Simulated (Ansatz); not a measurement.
Phonon calculation of SnH3SO (charge −1)

System: SnH3SO, charge −1, SMILES [O-][S][SnH3].
Method: RKS PBE/def2-SVP (Ansatz 0.2.0).

It belongs to a series of runs on one base structure; here: vibrations at the highest image of the band. Figures and captions count atoms from 1; the log counts them from 0 in places.

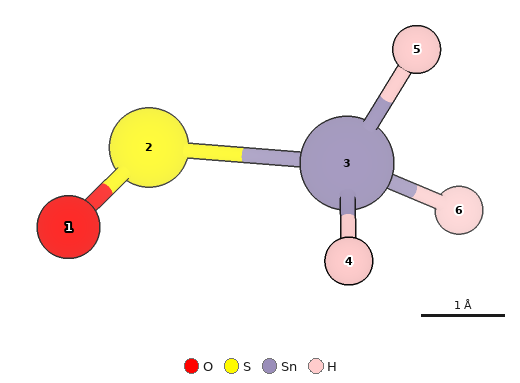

Figure 1. The structure (ball-and-stick view, seen at a tilt; atoms are numbered from 1 in the order of the input). Sticks mark near contacts.

## Input
```yaml
crystal:
  periodic: [false, false, false]
  atoms:
    - { symbol: O, position_ang: [-0.009776, -2.701616, 0.963086] }
    - { symbol: S, position_ang: [0.886149, -1.421138, 1.197624] }
    - { symbol: Sn, position_ang: [0.037406, 0.587508, -0.182002] }
    - { symbol: H, position_ang: [-1.382099, 0.078933, -1.101996] }
    - { symbol: H, position_ang: [1.033944, 1.35879, -1.467954] }
    - { symbol: H, position_ang: [-0.565633, 2.097533, 0.591242] }
total_charge: -1
basis:
  gaussian: { orbitals: def2-SVP }
hamiltonian:
  xc: pbe
phonons: {}
```

Hardware: 1 thread of Arm Neoverse V2, 24 GiB of memory available, shared host.

Command:
```bash
ansatz run input.yaml --threads 1 --pin off --max-ram 2048MiB --backend cpu --events-out ev --progress --plain --runs-dir out
```

## Log
```
Engine: ansatz 0.2.0, aarch64-unknown-linux-gnu
Functional definition: PBE
  parameter kappa = 0.804
  parameter beta = 0.06672455060314922
  exchange = pbe_x(kappa = kappa, mu = beta*pi^2/3)
  correlation = pbe_c(beta = beta)
813 factors; their error is unknown
mean field evaluation 1: about -18746.6603 eV, gradient 3.1e1 eV
mean field evaluation 2: about -18738.2910 eV, gradient 5.9e1 eV
mean field evaluation 4: about -18749.8886 eV, gradient 4.2e0 eV
mean field evaluation 8: about -18749.9198 eV, gradient 8.4e-2 eV
mean field evaluation 16: about -18749.9198 eV, gradient 1.1e-5 eV
mean field -18749.91981684 eV, -689.0468441168 hartree, gradient 1.1e-5 eV, S^2 0.000000; 1 other end points of the search recorded, 0 dependent functions left out
the calculation of the forces begins
reference -18749.91985137 eV, -689.0468453856 hartree; 25, 25 occupied and 48, 48 virtual orbitals, 813 factors
these checks for a lower state are left out or cut short: stability, starts, cluster_reference, orbital_swaps, neighbouring_geometries, increment
813 factors; their error is unknown
mean field -18749.91975589 eV, -689.0468418769 hartree, gradient 1.9e-6 eV, S^2 0.000000; 0 other end points of the search recorded, 0 dependent functions left out
[... from here on the field's lines of each further geometry are left out, up to the last ...]
the calculation of the forces begins
reference -18749.91984004 eV, -689.0468449692 hartree; 25, 25 occupied and 48, 48 virtual orbitals, 813 factors
these checks for a lower state are left out or cut short: stability, starts, cluster_reference, orbital_swaps, neighbouring_geometries, increment
813 factors; their error is unknown
mean field -18749.91981160 eV, -689.0468439241 hartree, gradient 8.5e-7 eV, S^2 0.000000; 0 other end points of the search recorded, 0 dependent functions left out
the calculation of the forces begins
reference -18749.91984612 eV, -689.0468451929 hartree; 25, 25 occupied and 48, 48 virtual orbitals, 813 factors
WARN: phonons: modes at or below zero, which the zero-point energy, F, S and C_V leave out: 1, the lowest at -80.94 cm⁻¹. A minimum has none, and a first-order saddle one
Total energy: -18749.91985137 eV, -689.0468453856 hartree
Atom 0 at    -0.009776    -2.701616     0.963086 Å, force    -0.010542    -0.012642    -0.003523 eV/Å
Atom 1 at     0.886149    -1.421138     1.197624 Å, force     0.009641     0.014821     0.001942 eV/Å
Atom 2 at     0.037406     0.587508    -0.182002 Å, force     0.000227    -0.002670     0.001328 eV/Å
Atom 3 at    -1.382099     0.078933    -1.101996 Å, force     0.001507    -0.000212     0.001166 eV/Å
Atom 4 at     1.033944     1.358790    -1.467954 Å, force    -0.000970     0.000592     0.000304 eV/Å
Atom 5 at    -0.565633     2.097533     0.591242 Å, force     0.000137     0.000112    -0.001217 eV/Å
Dipole moment:     0.130208     0.760389    -0.172292 e Å
Vibrations: -80.94 143.88 236.01 261.60 351.05 665.77 668.13 720.98 929.54 1544.54 1572.93 1698.58 cm⁻¹, zero-point energy 0.545096 eV
```

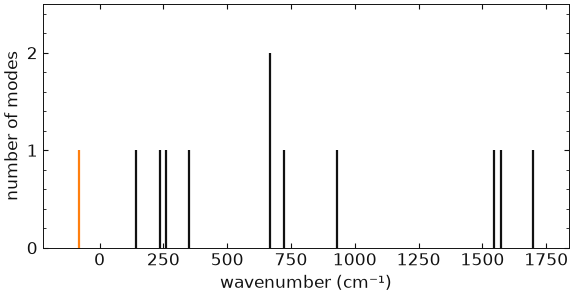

Figure 2. Harmonic vibrational wavenumbers from the force constants; neighbouring modes closer than 8 cm⁻¹ are counted in one stick, and imaginary ones are drawn at negative wavenumbers. 12 modes from 81i to 1699 cm⁻¹, 1 imaginary beyond 8i (81i cm⁻¹): not a clean minimum; so soft a mode can be a shallow saddle, an incomplete relaxation or noise of the force constants.

## Summary

```tsv
quantity	value
outcome	converged
total energy	−18749.9199 eV
mean-field energy	−18749.9199 eV
largest force (length of the vector)	0.018 eV/Å
wall time	34 s
peak memory	0.1 GiB
```
